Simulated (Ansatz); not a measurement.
# What CsBiSe3 (model cell, started as cubic perovskite with Bi in the octahedra) distorts into, part 2 of 3

Which phase does CsBiSe3 (model cell, started as cubic perovskite with Bi in the octahedra) fall into along its unstable mode, and how much energy does it gain?

Ansatz 0.2.0; DFT PBE, scalar-relativistic, plane waves, PAW; PAW set soft_1.

So far, highest frequency on the path or at a solved wavevector (cm⁻¹): step 2 (phonons on a q mesh) 146. Also lowest frequency on the path (cm⁻¹): step 2 -58.6.

The structure was built from a prototype and need not be the compound's stable phase.

### Step 5. Energy along the mode, all amplitudes (two of the runs are shown above)

An imaginary frequency means negative curvature, so the energy should fall and then rise again as anharmonic terms take over.

This step gave:

* depth at the lowest point sampled: 12.50 meV/atom
* largest atomic shift at that point: 0.6 Å

Table of energy from the parent by largest atomic shift:

| largest atomic shift (Å) | energy from the parent (meV/atom) |
| --- | --- |
| 0.000 | 0 |
| 0.040 | -0.169 |
| 0.080 | -0.673 |
| 0.140 | -2.02 |
| 0.220 | -4.67 |
| 0.320 | -8.44 |
| 0.450 | -12.0 |
| 0.600 | -12.5 |

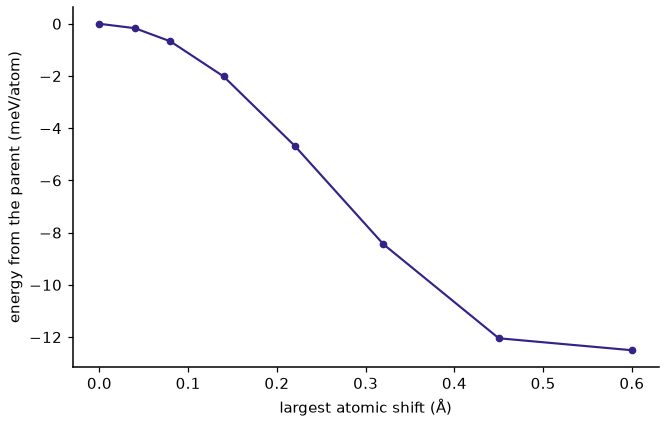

Energy from the parent, plotted against largest atomic shift.

Displacement at unit largest shift by atom:

| atom | x (Å) | y (Å) | z (Å) | size |
| --- | --- | --- | --- | --- |
| Cs1 | 0.000 | -0.124 | -0.052 | 0.134 |
| Cs2 | 0.000 | 0.124 | 0.052 | 0.134 |
| Bi3 | 0.000 | -0.062 | -0.148 | 0.160 |
| Bi4 | 0.000 | 0.062 | 0.148 | 0.160 |
| Se5 | 0.000 | 0.000 | 0.000 | 0.000 |
| Se6 | 0.000 | 0.000 | 0.000 | 0.000 |
| Se7 | 0.000 | 0.000 | 0.000 | 0.000 |
| Se8 | 0.000 | 0.000 | 0.000 | 0.000 |
| Se9 | 0.000 | 0.386 | 0.922 | 1.000 |
| Se10 | 0.000 | -0.386 | -0.922 | 1.000 |

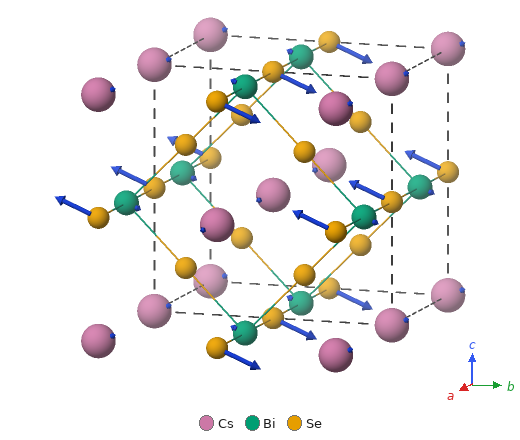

Displacement at unit largest shift as arrows, the longest 1.000 Å. 2×1×1 cells are drawn. Some periodic images of atoms are drawn too.

The lowest of the steps tried is the last one, at 0.6 Å, 12.5 meV/atom below the parent; the bottom of the well need not coincide with a step.

### Step 6. Relaxation from the frozen mode

Starting from the lowest point found, all atoms and the cell are let go, so that strain and other modes of the same symmetry can join in.

input.yaml

```yaml
crystal:
  lattice:
    - [-5.6457865512, 0.0, 0.0]
    - [0.0, -5.6457865512, -5.6457865512]
    - [0.0, -5.6457865512, 5.6457865512]
  atoms:
    - { symbol: Cs, position: [1.0, 1.0093257566, 0.0038197149] }
    - { symbol: Cs, position: [1.0, 0.4906742434, 0.4961802851] }
    - { symbol: Bi, position: [0.5, 0.0111775617, 0.4954218086] }
    - { symbol: Bi, position: [0.5, 0.4888224383, 0.0045781914] }
    - { symbol: Se, position: [0.5, 0.25, 0.25] }
    - { symbol: Se, position: [0.5, 0.75, 0.75] }
    - { symbol: Se, position: [0.5, 0.75, 0.25] }
    - { symbol: Se, position: [0.5, 0.25, 0.75] }
    - { symbol: Se, position: [1.0, -0.0695399891, 0.5284827216] }
    - { symbol: Se, position: [1.0, 0.5695399891, -0.0284827216] }
kpoints:
  mp_grid: { grid: [6, 6, 6] }
hamiltonian:
  xc: pbe
  pseudopotentials: { kind: paw, azcp: { folder: soft_1 } }
scf:
  occupations: { method: methfessel_paxton, width: 0.2 }
output:
  forces: true
  stress: true
  eigenvalues: true
relax:
  adjacent_minimum: "off"
  f_tol: 0.002
  max_steps: 120
  cell: { stress_tol: 0.03 }
```

Command:

```sh
$ ansatz run input.yaml --threads 4 --pin off --max-ram 16384MiB --backend cpu --events-out ev --progress --plain --runs-dir out
```

Numbers of over 12 decimals in the logs are rounded to 6 here.

The program printed:

```text
[...]
Crystal: 10 atoms, lattice volume = 359.918 Å³
Basis set: ecut = 420 eV, 7107 PW (Γ), exchange–correlation on 80×108×108 points (8 copies of the dense FFT grid, shifted against one another)
Bands: 87, of which v1, the nominal top of the filled ones, is band 72 counted from 1 (71 counted from 0)
Symmetry: 4 space group operations
[...]
k-points: 80 of 216
[...]
SCF iter   1: F=—  HF=-68961.047250 eV  |F-HF|=—  |Δ(HF+E_count)|=         —  Δρ=3.02e-2  dr2=9.18e0  ethr=3.10e-3  ⟨swp⟩=7.5  Hψ=28205  notcnv=0
[...]
SCF iter  10: F=-68957.797977 eV  HF=-68957.797977 eV  |F-HF|=3.91e-8  |Δ(HF+E_count)|=   3.69e-8  S|Δr|=    0.00e0  Δρ=2.37e-6  dr2=4.50e-8  ethr=6.94e-11  ⟨swp⟩=12.4  Hψ=42976  notcnv=0
SCF 1 converged in 10 iterations: F = -68957.797977 eV  dr2 = 4.50e-8
[...]
relax step   1: F+E_penalty+E_count = -68957.79797660 eV  Δ(F+E_penalty+E_count) = +0.000e0 eV  max|allowed force component| = 3.006e-1 eV/Å  Δτ_max = 0.0000 Å  P = -0.155 GPa  Ω = 359.918 Å³  (10 SCF iters, dr2 threshold 1.00e-7 eV, accepted)
Crystal: 10 atoms, lattice volume = 357.639 Å³
Basis set: ecut = 420 eV, 6975 PW (Γ), exchange–correlation on 80×108×108 points (8 copies of the dense FFT grid, shifted against one another)
[...]
SCF iter   8: F=-68957.948705 eV  HF=-68957.948706 eV  |F-HF|=7.49e-7  |Δ(HF+E_count)|=   7.67e-7  S|Δr|=    0.00e0  Δρ=8.00e-6  dr2=8.11e-7  ethr=6.94e-10  ⟨swp⟩=9.5  Hψ=37949  notcnv=0
SCF 2 converged in 8 iterations: F = -68957.948705 eV  dr2 = 8.11e-7
relax step   2: F+E_penalty+E_count = -68957.94870535 eV  Δ(F+E_penalty+E_count) = -1.507e-1 eV  max|allowed force component| = 1.225e-1 eV/Å  Δτ_max = 0.0725 Å  P = -0.180 GPa  Ω = 357.639 Å³  energy of the carried Pulay correction = +8.029e-5 eV  (8 SCF iters, dr2 threshold 1.00e-6 eV, accepted)
Crystal: 10 atoms, lattice volume = 351.378 Å³
Basis set: ecut = 420 eV, 6853 PW (Γ), exchange–correlation on 80×108×108 points (8 copies of the dense FFT grid, shifted against one another)
[...]
SCF iter   9: F=-68958.122362 eV  HF=-68958.122362 eV  |F-HF|=4.24e-7  |Δ(HF+E_count)|=   4.28e-7  S|Δr|=    0.00e0  Δρ=6.31e-6  dr2=4.23e-7  ethr=6.94e-10  ⟨swp⟩=13.0  Hψ=43673  notcnv=0
SCF 3 converged in 9 iterations: F = -68958.122362 eV  dr2 = 4.23e-7
relax step   3: F+E_penalty+E_count = -68958.12236150 eV  Δ(F+E_penalty+E_count) = -1.737e-1 eV  max|allowed force component| = 2.194e-1 eV/Å  Δτ_max = 0.1953 Å  P = +0.044 GPa  Ω = 351.378 Å³  energy of the carried Pulay correction = +3.035e-4 eV  (9 SCF iters, dr2 threshold 1.00e-6 eV, accepted)
[... from here on, the SCF cycles and remarks between the steps are left out ...]
relax step   4: F+E_penalty+E_count = -68958.30671803 eV  Δ(F+E_penalty+E_count) = -1.844e-1 eV  max|allowed force component| = 2.506e-1 eV/Å  Δτ_max = 0.1934 Å  P = +0.090 GPa  Ω = 346.636 Å³  energy of the carried Pulay correction = +4.753e-4 eV  (9 SCF iters, dr2 threshold 1.00e-6 eV, accepted)
relax step   5: F+E_penalty+E_count = -68958.49437376 eV  Δ(F+E_penalty+E_count) = -1.877e-1 eV  max|allowed force component| = 1.160e-1 eV/Å  Δτ_max = 0.1954 Å  P = -0.104 GPa  Ω = 342.609 Å³  energy of the carried Pulay correction = +6.229e-4 eV  (9 SCF iters, dr2 threshold 1.00e-6 eV, accepted)
relax step   6: F+E_penalty+E_count = -68958.61580428 eV  Δ(F+E_penalty+E_count) = -1.214e-1 eV  max|allowed force component| = 2.739e-1 eV/Å  Δτ_max = 0.1920 Å  P = -0.152 GPa  Ω = 336.357 Å³  energy of the carried Pulay correction = +8.555e-4 eV  (7 SCF iters, dr2 threshold 1.00e-6 eV, accepted)
relax step   7: F+E_penalty+E_count = -68958.56707717 eV  Δ(F+E_penalty+E_count) = +4.873e-2 eV  max|allowed force component| = 7.683e-1 eV/Å  Δτ_max = 0.1939 Å  P = -0.240 GPa  Ω = 339.130 Å³  energy of the carried Pulay correction = +7.518e-4 eV  (7 SCF iters, dr2 threshold 1.00e-6 eV, rejected (line search))
relax step   8: F+E_penalty+E_count = -68958.67747773 eV  Δ(F+E_penalty+E_count) = -6.167e-2 eV  max|allowed force component| = 3.952e-2 eV/Å  Δτ_max = 0.0945 Å  P = -0.101 GPa  Ω = 336.128 Å³  energy of the carried Pulay correction = +8.641e-4 eV  (11 SCF iters, accepted)
relax step   9: F+E_penalty+E_count = -68958.69037998 eV  Δ(F+E_penalty+E_count) = -1.290e-2 eV  max|allowed force component| = 3.773e-2 eV/Å  Δτ_max = 0.0319 Å  P = -0.023 GPa  Ω = 334.717 Å³  energy of the carried Pulay correction = +9.173e-4 eV  (6 SCF iters, dr2 threshold 4.91e-7 eV, accepted)
relax step  10: F+E_penalty+E_count = -68958.69429658 eV  Δ(F+E_penalty+E_count) = -3.917e-3 eV  max|allowed force component| = 1.510e-2 eV/Å  Δτ_max = 0.0218 Å  P = -0.036 GPa  Ω = 334.231 Å³  energy of the carried Pulay correction = +9.356e-4 eV  (6 SCF iters, dr2 threshold 1.43e-7 eV, accepted)
relax step  11: F+E_penalty+E_count = -68958.69451130 eV  Δ(F+E_penalty+E_count) = -2.147e-4 eV  max|allowed force component| = 8.171e-3 eV/Å  Δτ_max = 0.0085 Å  P = +0.045 GPa  Ω = 333.416 Å³  energy of the carried Pulay correction = +9.664e-4 eV  (7 SCF iters, dr2 threshold 1.42e-8 eV, accepted)
relax step  12: F+E_penalty+E_count = -68958.69460627 eV  Δ(F+E_penalty+E_count) = -9.497e-5 eV  max|allowed force component| = 1.545e-3 eV/Å  Δτ_max = 0.0045 Å  P = +0.003 GPa  Ω = 333.812 Å³  energy of the carried Pulay correction = +9.514e-4 eV  (6 SCF iters, dr2 threshold 8.12e-9 eV, accepted)
relax step  13: F+E_penalty+E_count = -68958.69884257 eV  Δ(F+E_penalty+E_count) = -4.236e-3 eV  max|allowed force component| = 1.595e-3 eV/Å  Δτ_max = 0.0000 Å  P = +0.033 GPa  Ω = 333.812 Å³  stress off target by 8.94e-2 GPa  SCF on the basis re-selected at this cell (its energy is not comparable with the rows above)  (9 SCF iters)
relax step  14: F+E_penalty+E_count = -68958.69903279 eV  Δ(F+E_penalty+E_count) = -1.902e-4 eV  max|allowed force component| = 1.788e-3 eV/Å  Δτ_max = 0.0025 Å  P = -0.003 GPa  Ω = 333.979 Å³  energy of the carried Pulay correction = -6.367e-6 eV  (5 SCF iters, dr2 threshold 2.00e-8 eV, accepted)
[...]
SCF iter   5: F=-68958.699039 eV  HF=-68958.699039 eV  |F-HF|=1.46e-11  |Δ(HF+E_count)|=  1.02e-10  S|Δr|=    0.00e0  Δρ=4.34e-8  dr2=8.96e-12  ethr=1.00e-12  ⟨swp⟩=6.2  Hψ=29192  notcnv=0
SCF 15 converged in 5 iterations: F = -68958.699039 eV  dr2 = 8.96e-12
relax step  15: F+E_penalty+E_count = -68958.69903928 eV  Δ(F+E_penalty+E_count) = -6.485e-6 eV  max|allowed force component| = 1.789e-3 eV/Å  Δτ_max = 0.0000 Å  P = -0.003 GPa  Ω = 333.979 Å³  stress off target by 1.09e-2 GPa  SCF on the basis re-selected at this cell (its energy is not comparable with the rows above)  (5 SCF iters)
[...]
SCF converged after 5 iterations
[...]
Free energy (F): -68958.699039 eV
[...]
Internal energy: -68958.699841 eV  (E = F + TS)
E sigma→0 (E₀):  -68958.699240 eV
Entropy (-TS):   0.000802 eV (0.080 meV/atom)
Fermi energy:    6.618373 eV
[...]
--- Forces (eV/Å), atoms counted from 1 ---
  atom   1  Cs    -0.00000000     0.00171834     0.00086126
  atom   2  Cs     0.00000000    -0.00171834    -0.00086126
  atom   3  Bi    -0.00000000     0.00175594    -0.00178947
  atom   4  Bi     0.00000000    -0.00175594     0.00178947
  atom   5  Se     0.00000000     0.00000000     0.00000000
  atom   6  Se     0.00000000     0.00000000     0.00000000
  atom   7  Se     0.00000000     0.00000000     0.00000000
  atom   8  Se    -0.00000000     0.00000000     0.00000000
  atom   9  Se    -0.00000000    -0.00077867    -0.00126007
  atom  10  Se     0.00000000     0.00077867     0.00126007
  max |Σ_I F_I| component: 1.63e-28 eV/Å
--- Stress (GPa, compression-positive) ---
       -0.003942      -0.000000       0.000000
       -0.000000       0.004632       0.005988
        0.000000       0.005988      -0.008561
  P = ⅓ Tr σ = -0.0026 GPa (-0.026 kbar)
--- Band table (eV; the first three rows and the last of 80) ---
  k-point 0: bands = [... 68 lower, 5.6016, 5.8461, 6.1643, 6.7448, 6.8964, 6.9361, 7.2048, 7.5118, ... 11 higher]
  k-point 1: bands = [... 68 lower, 5.6521, 5.7953, 5.9928, 6.5637, 6.8437, 7.0132, 7.3986, 7.8518, ... 11 higher]
  k-point 2: bands = [... 68 lower, 5.6738, 5.7754, 5.8549, 6.4990, 6.5871, 6.7375, 8.1146, 8.3527, ... 11 higher]
  k-point 79: bands = [... 68 lower, 5.3941, 5.5869, 6.5421, 6.7453, 7.1711, 7.1744, 8.2745, 8.5200, ... 11 higher]
--- Relaxed structure (13 steps of the walk, 12 accepted, 2 SCFs on fresh bases) ---
  F+E_penalty+E_count = -68958.69903928 eV   max|allowed force component| = 1.789e-3 eV/Å   (the final SCF, on the basis selected at the relaxed cell)
  cell:  # Å, volume = 333.9792 Å³
    - [-4.557243, 0.0, 0.0]
    - [0.0, -6.401255, -6.546362]
    - [0.0, -5.588402, 5.733509]
  atoms:
    - { symbol: Cs, position: [1.0, 1.036217, -0.00565213] }
    - { symbol: Cs, position: [1.0, 0.463783, 0.505652] }
    - { symbol: Bi, position: [0.5, 0.034097, 0.494109] }
    - { symbol: Bi, position: [0.5, 0.465903, 0.00589118] }
    - { symbol: Se, position: [0.5, 0.250000, 0.250000] }
    - { symbol: Se, position: [0.5, 0.750000, 0.750000] }
    - { symbol: Se, position: [0.5, 0.750000, 0.250000] }
    - { symbol: Se, position: [0.5, 0.250000, 0.750000] }
    - { symbol: Se, position: [1.0, -0.165495, 0.511109] }
    - { symbol: Se, position: [1.0, 0.665495, -0.011109] }
```

Elapsed: 13 min, on 4 threads of Arm Neoverse V1, shared host; peak memory 2.1 GiB; 53 min of CPU time.

The steps of the relaxation:

| step | energy less that of the first step (eV) | largest force component (eV/Å) | pressure (GPa) | volume (Å³) |
| --- | --- | --- | --- | --- |
| 1 | 0.0000 | 0.3006 | -0.15 | 359.92 |
| 2 | -0.1507 | 0.1225 | -0.18 | 357.64 |
| 3 | -0.3244 | 0.2194 | 0.04 | 351.38 |
| 4 | -0.5087 | 0.2506 | 0.09 | 346.64 |
| 5 | -0.6964 | 0.1160 | -0.10 | 342.61 |
| 6 | -0.8178 | 0.2739 | -0.15 | 336.36 |
| 7 | -0.7691 | 0.7683 | -0.24 | 339.13 |
| 8 | -0.8795 | 0.0395 | -0.10 | 336.13 |
| 9 | -0.8924 | 0.0377 | -0.02 | 334.72 |
| 10 | -0.8963 | 0.0151 | -0.04 | 334.23 |
| 11 | -0.8965 | 0.0082 | 0.05 | 333.42 |
| 12 | -0.8966 | 0.0015 | 0.00 | 333.81 |
| 13* | -0.9009 | 0.0016 | 0.03 | 333.81 |
| 14 | -0.9011 | 0.0018 | 0.00 | 333.98 |
| 15* | -0.9011 | 0.0018 | 0.00 | 333.98 |

Relaxation steps marked * repeat the geometry before them on a plane-wave basis chosen anew for their cell, so energy and pressure can jump there. Relaxation step 7 was tried and not accepted.

The run keeps the 4 symmetry operations that it works with, so distortions that break them were not tested.

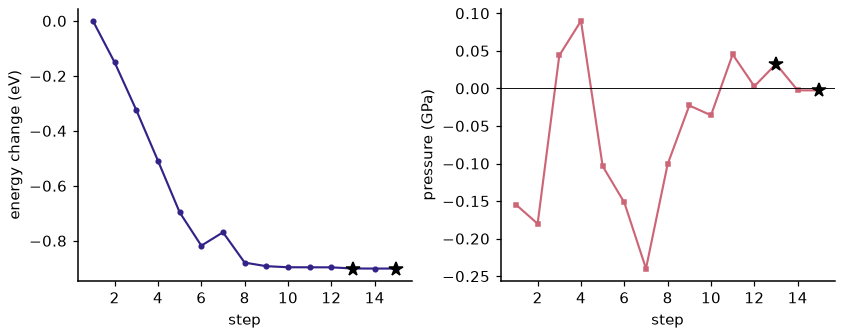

Energy and pressure along the relaxation. Stars mark steps on a basis chosen anew.

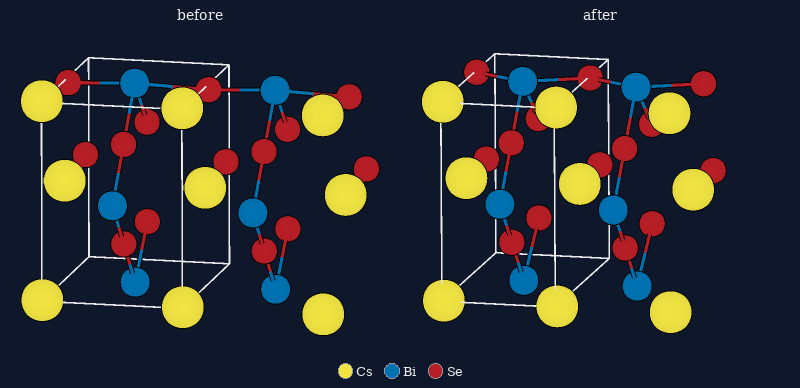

The structure before and after the relaxation, drawn at the same scale.

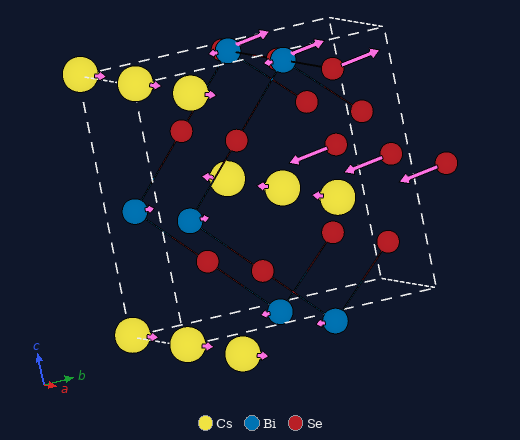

Displacements in the relaxation, exaggerated, measured against the changing cell; the longest in the cell stands for 0.89 Å. 2×1×1 cells are drawn. Some periodic images of atoms are drawn too.

| cell as run | before | after | change |
| --- | --- | --- | --- |
| a (Å) | 5.646 | 4.557 | -19.3 % |
| b (Å) | 7.984 | 9.156 | +14.7 % |
| c (Å) | 7.984 | 8.006 | +0.3 % |
| α (°) | 90.00 | 91.38 | +1.5 % |
| volume (Å³/atom) | 35.99 | 33.40 | -7.2 % |

The atoms that moved most (Å, as changes of fractional coordinates times the final cell):

| atom | dx | dy | dz | length |
| --- | --- | --- | --- | --- |
| Se10 | 0.000 | -0.711 | -0.529 | 0.886 |
| Se9 | 0.000 | 0.711 | 0.529 | 0.886 |
| Cs1 | 0.000 | -0.119 | -0.230 | 0.259 |
| Cs2 | 0.000 | 0.119 | 0.230 | 0.259 |
| Bi3 | 0.000 | -0.139 | -0.158 | 0.210 |
| Bi4 | 0.000 | 0.139 | 0.158 | 0.210 |

Final coordinates:

```cif
data_structure
_symmetry_space_group_name_H-M 'P 1'
_symmetry_Int_Tables_number 1
_cell_length_a 4.5572
_cell_length_b 9.1559
_cell_length_c 8.0065
_cell_angle_alpha 91.376
_cell_angle_beta 90.000
_cell_angle_gamma 90.000
_cell_volume 333.98
loop_
_atom_site_label
_atom_site_type_symbol
_atom_site_fract_x
_atom_site_fract_y
_atom_site_fract_z
_atom_site_occupancy
Cs1 Cs 0.00000 0.03622 0.99435 1
Cs2 Cs 0.00000 0.46378 0.50565 1
Bi3 Bi 0.50000 0.03410 0.49411 1
Bi4 Bi 0.50000 0.46590 0.00589 1
Se5 Se 0.50000 0.25000 0.25000 1
Se6 Se 0.50000 0.75000 0.75000 1
Se7 Se 0.50000 0.75000 0.25000 1
Se8 Se 0.50000 0.25000 0.75000 1
Se9 Se 0.00000 0.83451 0.51111 1
Se10 Se 0.00000 0.66549 0.98889 1
```

This step gave:

```
pressure        : -0.002624 GPa
volume per atom : 33.40 Å³
```

The distorted start has space group P2/m; the relaxation ends in P2/m.

### Step 7. The new phase in its own primitive cell

The relaxed structure is symmetrised, reduced to its primitive cell and relaxed tightly, as its phonons need.

input.yaml

```yaml
crystal:
  lattice:
    - [8.0064573151, 0.0, 0.0]
    - [0.0, 4.5572433626, 0.0]
    - [-0.2199274075, 0.0, 9.1532812089]
  atoms:
    - { symbol: Cs, position: [0.7556521348, 0.0, 0.7137833986] }
    - { symbol: Cs, position: [0.2443478652, 0.0, 0.2862166014] }
    - { symbol: Bi, position: [0.2558911846, 0.5, 0.7159027933] }
    - { symbol: Bi, position: [0.7441088154, 0.5, 0.2840972067] }
    - { symbol: Se, position: [0.5, 0.5, 0.5] }
    - { symbol: Se, position: [0.0, 0.5, 0.0] }
    - { symbol: Se, position: [0.5, 0.5, 0.0] }
    - { symbol: Se, position: [0.0, 0.5, 0.5] }
    - { symbol: Se, position: [0.2388909233, 0.0, 0.9154946766] }
    - { symbol: Se, position: [0.7611090767, 0.0, 0.0845053234] }
kpoints:
  mp_grid: { grid: [6, 8, 4] }
hamiltonian:
  xc: pbe
  pseudopotentials: { kind: paw, azcp: { folder: soft_1 } }
scf:
  occupations: { method: methfessel_paxton, width: 0.2 }
output:
  forces: true
  stress: true
  eigenvalues: true
relax:
  adjacent_minimum: "off"
  f_tol: 0.001
  max_steps: 60
  cell: { stress_tol: 0.01 }
```

The program printed:

```text
[...]
Crystal: 10 atoms, lattice volume = 333.979 Å³
Basis set: ecut = 420 eV, 6559 PW (Γ), exchange–correlation on 108×64×128 points (8 copies of the dense FFT grid, shifted against one another)
Bands: 87, of which v1, the nominal top of the filled ones, is band 72 counted from 1 (71 counted from 0)
Symmetry: 4 space group operations
[...]
k-points: 70 of 192
[...]
- { symbol: Bi, position: [0.250030, 0.5, 0.717547] }
    - { symbol: Bi, position: [0.749970, 0.5, 0.282453] }
    - { symbol: Se, position: [0.500000, 0.5, 0.500000] }
    - { symbol: Se, position: [0, 0.5, 0] }
    - { symbol: Se, position: [0.5, 0.5, 0.0] }
    - { symbol: Se, position: [8.673617379884035e-19, 0.5, 0.5] }
    - { symbol: Se, position: [0.249969, -4.963310955921144e-19, 0.916608] }
    - { symbol: Se, position: [0.750031, 4.963310955921147e-19, 0.083392] }
[key lines of the parts left out:]
SCF converged after 8 iterations
Free energy (F): -68958.715598 eV
Fermi energy:    6.601381 eV
P = ⅓ Tr σ = 0.0038 GPa (0.038 kbar)
```

Wall time 6.5 min (4 threads); peak memory 1.8 GiB.

Step by step:

| step | energy less that of the first step (eV) | largest force component (eV/Å) | pressure (GPa) | volume (Å³) |
| --- | --- | --- | --- | --- |
| 1 | 0.0000 | 0.0251 | -0.01 | 333.98 |
| 2 | -0.0010 | 0.0124 | -0.01 | 334.00 |
| 3 | -0.0018 | 0.0116 | 0.04 | 333.90 |
| 4 | -0.0020 | 0.0260 | -0.01 | 334.28 |
| 5 | -0.0029 | 0.0133 | -0.03 | 334.36 |
| 6 | -0.0031 | 0.0162 | 0.07 | 333.55 |
| 7 | -0.0033 | 0.0092 | 0.00 | 334.07 |
| 8 | -0.0033 | 0.0058 | -0.01 | 334.19 |
| 9 | -0.0033 | 0.0013 | 0.00 | 334.08 |
| 10 | -0.0033 | 0.0004 | 0.00 | 334.05 |
| 11* | -0.0033 | 0.0004 | 0.00 | 334.05 |

Relaxation steps marked * repeat the geometry before them on a plane-wave basis chosen anew for their cell, so energy and pressure can jump there.

Forces are held to the 4 operations that the run works with; a distortion that breaks them can't arise in this run.

| cell as run | before | after | change |
| --- | --- | --- | --- |
| a (Å) | 8.006 | 7.978 | -0.4 % |
| b (Å) | 4.557 | 4.589 | +0.7 % |
| c (Å) | 9.156 | 9.124 | -0.3 % |
| β (°) | 91.38 | 90.01 | -1.5 % |
| volume (Å³/atom) | 33.40 | 33.40 | +0.0 % |

The atoms that moved most (Å, as changes of fractional coordinates times the final cell):

| atom | dx | dy | dz | length |
| --- | --- | --- | --- | --- |
| Se9 | 0.088 | 0.000 | 0.011 | 0.089 |
| Se10 | -0.088 | 0.000 | -0.011 | 0.089 |
| Bi3 | -0.047 | 0.000 | 0.014 | 0.049 |
| Bi4 | 0.047 | 0.000 | -0.014 | 0.049 |
| Cs1 | -0.045 | 0.000 | -0.012 | 0.046 |
| Cs2 | 0.045 | 0.000 | 0.012 | 0.046 |

Numbers from this step:

```
pressure : 0.003843 GPa
```

The largest force component left is 0.44 meV/Å and the pressure is 0.004 GPa, within the tolerances set. The cell now holds 33.40 Å³/atom.

[end of part 2 of 3]

[Logs are printed without paths, hosts, clocks, repeated set-up lines and the standing remarks that a program may print on its own settings, such as how far it seeks lower states.]

[Hosts, paths, dates, database ids (printed as entryN), source tags and the programs' standing remarks are cut or masked in the printed files.]
